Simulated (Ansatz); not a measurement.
**Run report: Li$_{3}$Si$_{6}$, single-point calculation**

System: Li$_{3}$Si$_{6}$, multiplicity 2.
Method: UHF-CCSD(T), frozen core/def2-SVP (Ansatz 0.2.0).

The geometry comes from this level: PBE0-D4/def2-SVP.

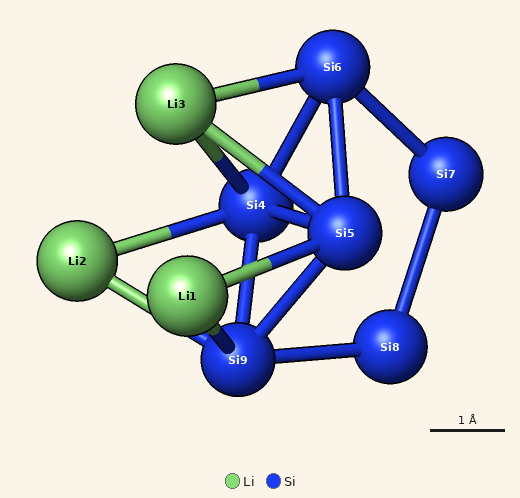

Figure 1. The structure (ball-and-stick view, seen at a tilt; atoms are numbered from 1 in the order of the input). Sticks mark near contacts. Bond lengths as drawn: Li–Si 2.46 to 2.89 Å and Si–Si 2.36 to 2.46 Å.

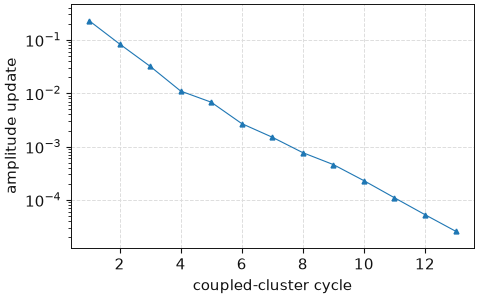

Figure 2. Convergence of the coupled-cluster equations: amplitude update against the coupled-cluster cycle. The residual falls at every step.

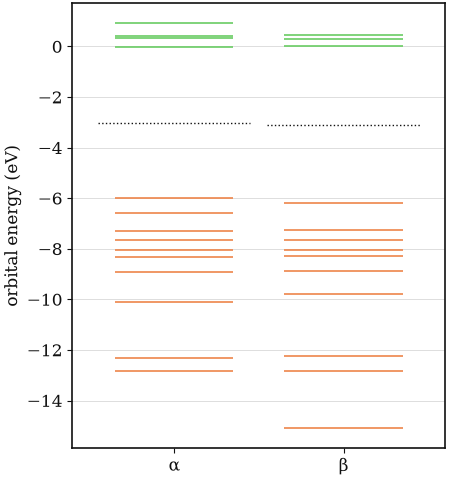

Figure 3. Orbital energies near the frontier for α and β spins; the dotted line parts filled from empty levels, and levels within 0.02 eV of each other stand side by side. α: highest filled −6.01 eV, lowest empty −0.03 eV, 5.98 eV apart; β: highest filled −6.21 eV, lowest empty 0.02 eV, 6.23 eV apart.

The input that produced these results follows, with the program's output.

## Input
```yaml
crystal:
  periodic: [false, false, false]
  atoms:
    - {symbol: Li, position_ang: [1.762708, 0.461217, -1.996572]}
    - {symbol: Li, position_ang: [2.534923, 0.012139, 0.933537]}
    - {symbol: Li, position_ang: [0.854910, 2.199192, 0.109263]}
    - {symbol: Si, position_ang: [-0.118038, -0.259601, 1.280830]}
    - {symbol: Si, position_ang: [-0.740778, 0.107824, -1.075422]}
    - {symbol: Si, position_ang: [-1.479497, 1.666506, 0.653495]}
    - {symbol: Si, position_ang: [-2.634928, -0.427649, 0.631015]}
    - {symbol: Si, position_ang: [-1.175182, -2.282848, -0.044866]}
    - {symbol: Si, position_ang: [0.995883, -1.476769, -0.491280]}
basis:
  gaussian: {orbitals: def2-SVP, initial_orbitals: start.molden}
magnetization: {spin_polarized: true, initial_magnetization: 1}
correlation: {method: ccsd_t}
scf: {omitted_lower_state_checks: [starts, cluster_reference]}
output: {orbitals: {seedname: orbitals}}
```

Command:
```bash
ansatz run in.yaml --threads 4 --pin off --events-out ev --progress --plain --max-ram 4787MiB
```

## Log
```
Functional definition: HF
  name "HF"
  cite "Fock, Z. Phys. 61, 126 (1930) doi:10.1007/BF01340294"
  parent pbe
  exchange = exact_x
  correlation = 0
these checks for a lower state are left out or cut short: starts, cluster_reference
1383 factors; integrals over basis functions are off by at most 6.9e-4 eV
mean field evaluation 1: about -47763.1002 eV, gradient 1.4e1 eV
mean field evaluation 2: about -47764.0349 eV, gradient 8.2e-1 eV
mean field evaluation 4: about -47764.1199 eV, gradient 2.8e-1 eV
mean field evaluation 8: about -47764.1215 eV, gradient 1.3e-4 eV
mean field -47764.12149547 eV, -1755.2990892742 hartree, gradient 4.1e-6 eV, S^2 0.755873; 0 other end points of the search recorded, 0 dependent functions left out
30 core orbitals not correlated: weight in the atoms' cores, before any rotation towards them, 1.000 or more for the frozen orbitals, at most 0.000 for the correlated occupied ones
reference -47764.12149547 eV, -1755.2990892742 hartree; 17, 16 occupied and 88, 89 virtual orbitals, 1383 factors
second order -17.31215379 eV of doubles, -0.00000000 eV of singles
cycle   1  -16.21511216 eV  change     1.1e0 eV  update   2.3e-1
cycle   2  -17.19143551 eV  change   -9.8e-1 eV  update   8.4e-2
cycle   3  -17.38376071 eV  change   -1.9e-1 eV  update   3.2e-2
cycle   4  -17.39007817 eV  change   -6.3e-3 eV  update   1.1e-2
cycle   5  -17.39150495 eV  change   -1.4e-3 eV  update   6.8e-3
cycle   6  -17.38960088 eV  change    1.9e-3 eV  update   2.7e-3
cycle   7  -17.38843257 eV  change    1.2e-3 eV  update   1.5e-3
cycle   8  -17.38925103 eV  change   -8.2e-4 eV  update   7.7e-4
cycle   9  -17.38968272 eV  change   -4.3e-4 eV  update   4.6e-4
cycle  10  -17.38940660 eV  change    2.8e-4 eV  update   2.3e-4
cycle  11  -17.38940890 eV  change   -2.3e-6 eV  update   1.1e-4
cycle  12  -17.38942566 eV  change   -1.7e-5 eV  update   5.3e-5
cycle  13  -17.38943170 eV  change   -6.0e-6 eV  update   2.6e-5
perturbative correction -1.48663394 eV, -0.0546327896 hartree
Total energy: -47782.99756111 eV, -1755.9927718917 hartree
Checks for a lower state left out: starts, cluster_reference
```

## Summary

| quantity | value |
| --- | --- |
| outcome | converged |
| total energy | −47782.9976 eV |
| mean-field energy | −47764.1215 eV |
| CCSD correlation | −17.3894 eV |
| (T) correction | −1.4866 eV |
| T1 diagnostic | 0.022 |
| ⟨S²⟩ | 0.756 |
| SCF solution under orbital rotations | stable |
| HOMO (either spin) | −6.01 eV |
| LUMO (either spin) | −0.03 eV |
| hardware | 4 threads of Arm Neoverse V2, 23 GiB of memory available, shared host |
| wall time | 42 s (CPU time 2.8 min) |
| peak memory | 1.5 GiB |
